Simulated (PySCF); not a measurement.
**Single-point calculation, with input and output: C$_{2}$H$_{7}$FSi$_{2}$**

The run: single-point calculation of C$_{2}$H$_{7}$FSi$_{2}$, SMILES C=C[SiH2][SiH2]F. Method and program: B3LYP/def2-SVP single-point energy, IEF-PCM chloroform (PySCF 2.14.0).

The geometry comes from this level: PBE0-D3(BJ)/def2-SVP.

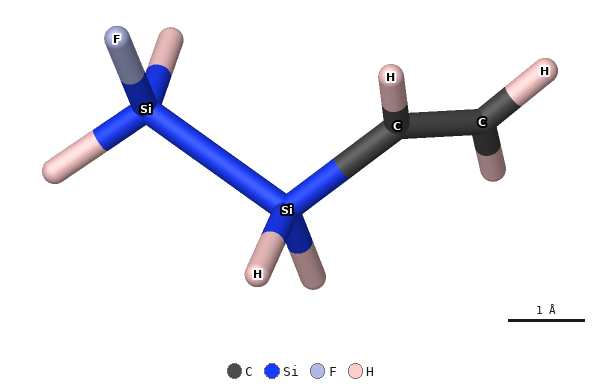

**Figure 1.** The structure (stick view, seen on its broad side).

Input file
```
{"job": {"xc": "B3LYP", "basis": "def2-SVP", "solvent": "chloroform", "kind": "sp"}, "charge": 0, "multiplicity": 1}
C      2.162135    -0.571009    -0.627212
C      1.078461     0.186342    -0.421355
Si    -0.221822    -0.186355     0.869928
Si    -2.244140    -0.748617    -0.178049
F     -2.728069     0.539623    -1.061503
H      2.371064    -1.460543    -0.022078
H      2.893701    -0.335750    -1.408290
H      0.924260     1.062383    -1.065202
H      0.222069    -1.342781     1.711680
H     -0.462086     0.999334     1.751071
H     -2.074828    -1.903089    -1.111010
H     -3.330377    -1.067007     0.797677
```

The first line tells a small driver script what to run in PySCF; the rest is the geometry in Å.

Machine: 1 CPU thread, shared host.

Command:
```bash
OMP_NUM_THREADS=1 python <driver script> task.json out
```

Log
```
coarse grid: 10848 points
cycle   1  E = -758.8229348327  dE =  8.331e-02  |g| = 6.235e-01  |ddm| = 3.279e+00
cycle   2  E = -758.7152029058  dE =  1.077e-01  |g| = 1.013e+00  |ddm| = 1.387e+00
cycle   3  E = -758.8975683196  dE = -1.824e-01  |g| = 6.679e-02  |ddm| = 8.869e-01
cycle   4  E = -758.8983670306  dE = -7.987e-04  |g| = 3.117e-02  |ddm| = 9.234e-02
cycle   5  E = -758.8986332126  dE = -2.662e-04  |g| = 2.659e-03  |ddm| = 3.203e-02
cycle   6  E = -758.8986354557  dE = -2.243e-06  |g| = 6.370e-04  |ddm| = 4.162e-03
final grid: 95480 points
cycle   7  E = -758.9986778069  dE = -1.074e-05  |g| = 3.448e-03  |ddm| = 1.314e-02
cycle   8  E = -758.9986761199  dE =  1.687e-06  |g| = 4.446e-03  |ddm| = 7.566e-03
cycle   9  E = -758.9986809389  dE = -4.819e-06  |g| = 4.961e-04  |ddm| = 4.212e-03
cycle  10  E = -758.9986809911  dE = -5.217e-08  |g| = 1.043e-04  |ddm| = 4.621e-04
cycle  11  E = -758.9986809937  dE = -2.631e-09  |g| = 4.607e-05  |ddm| = 1.466e-04
cycle  12  E = -758.9986809943  dE = -5.341e-10  |g| = 1.409e-05  |ddm| = 5.201e-05
```

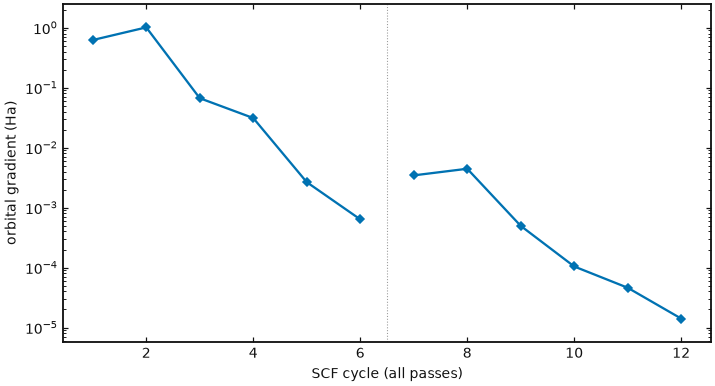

**Figure 2.** Convergence of the self-consistent field: orbital gradient against the SCF cycle. The dotted line marks the change from a coarse to the final integration grid. The first 6 cycles use a coarse grid, the final grid takes over at cycle 7, and the field converges after 12 cycles in all.

```
converged SCF energy = -758.9986809943
```

Summary

- outcome: converged
- total energy: −758.998681 hartree
- HOMO: −7.30 eV
- LUMO: −0.68 eV
- dipole moment: 1.80 D
- wall time: 3.5 s
- peak memory: 0.61 GiB
